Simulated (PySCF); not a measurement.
**C4H10BP: density, localisation and related maps**

```xyz
16

B     2.2760    1.1414   -0.0467
P     1.3350   -0.3843    0.7172
C     0.6937   -1.8172   -0.1999
C    -0.2821   -1.0030    0.1538
C    -1.7068   -0.6528    0.0553
C    -1.8521    0.8028   -0.3871
H     3.4323    0.8767    0.0146
H     1.8334    1.1715   -1.1514
H     1.9661    2.0655    0.6341
H     1.4016   -0.8680    2.0432
H     0.9206   -2.7064   -0.7465
H    -2.2062   -1.3241   -0.6491
H    -2.1709   -0.7807    1.0382
H    -1.3018    1.4536    0.2900
H    -2.8978    1.0990   -0.3889
H    -1.4486    0.9350   -1.3882
```

Geometry: GFN2-xTB.

The calculation used B3LYP/def2-SVPD, SCF density, gas phase (PySCF 2.14.0).

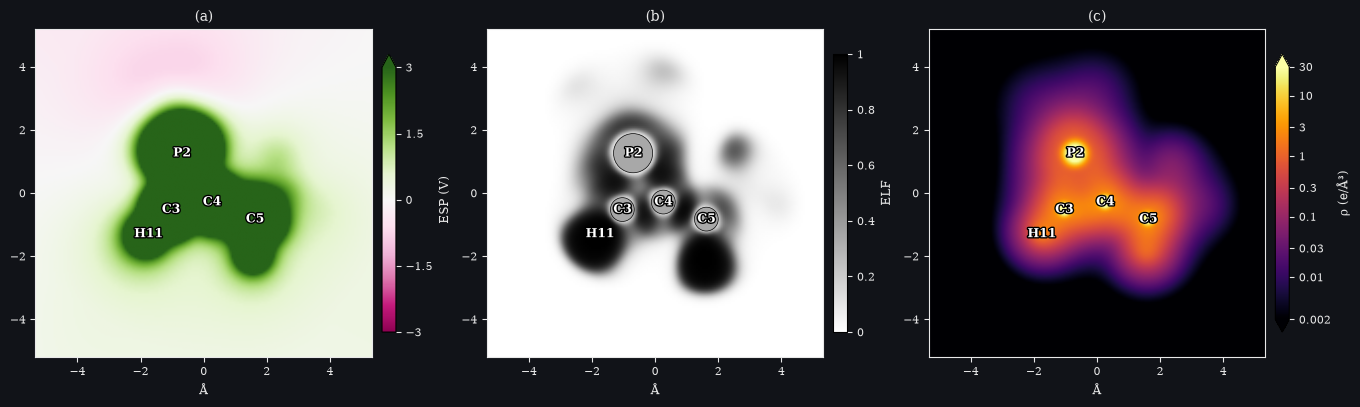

Figure 1. (a) electrostatic potential; (b) electron localisation function; (c) total electron density on the plane of atoms P2, C4 and C3. Grey discs cover the atomic cores in the ELF map.

What do the fields say about this system?

- Atoms in the plane: P, C and H.
- C–C (1.32 Å): ρ at the midpoint is about 2.3 e/Å³; the ELF peaks at about 0.90 between the atoms (a short, multiple covalent bond).
- C–P (1.82 Å): ρ at the midpoint is about 1 e/Å³; the ELF peaks at about 0.80 between the atoms, as expected for a shared electron pair.
- C–H (1.07 Å): ρ at the midpoint is about 2 e/Å³; the ELF climbs to about 1 towards the hydrogen, as it does in any bond to H; an ordinary covalent bond to hydrogen.
- C–C (1.47 Å): ρ at the midpoint is about 1.8 e/Å³; the ELF peaks at about 0.95 between the atoms, as expected for a covalent bond.
- Outside the dense part of the molecule the potential is most negative (−0.7 V) near H9, which lies off the plane.

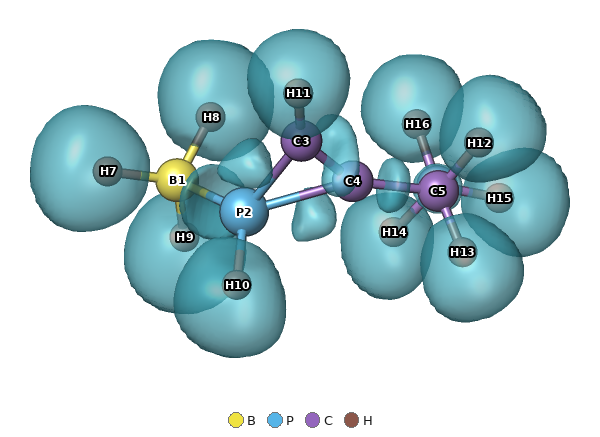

Figure 2. Isosurface of the ELF at 0.85 (cyan), seen from one side. Core shells and regions of very low density are left out.

What do the ELF domains correspond to?

The ELF exceeds this value in one region between bonded B–P atoms (shared pairs), three regions between bonded C–C atoms (shared pairs), two regions between bonded C–P atoms (shared pairs) and ten regions around hydrogen nuclei.

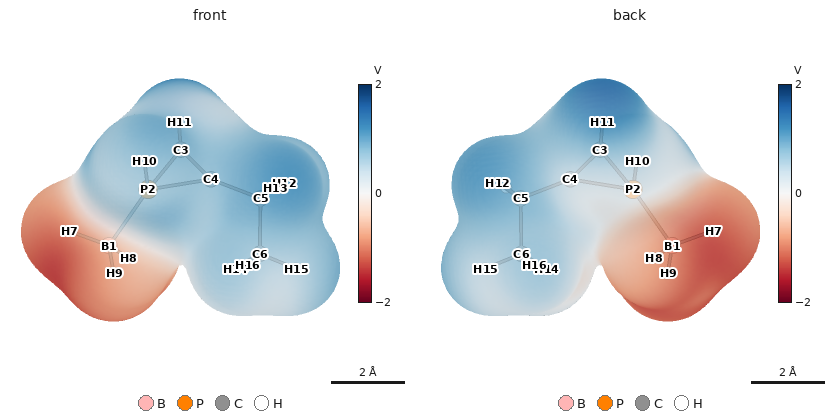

Figure 3. The electrostatic potential painted on the density surface at 0.002 e/bohr³, seen from the front and from behind; the colour scale runs from red (negative) to blue (positive).

Where is the surface potential most negative and most positive?

The most negative region (about −1.4 V) lies over H7, the most positive (about +1.5 V) over H11.

How polar is the molecule by this calculation?

Its dipole moment is 5.01 D.
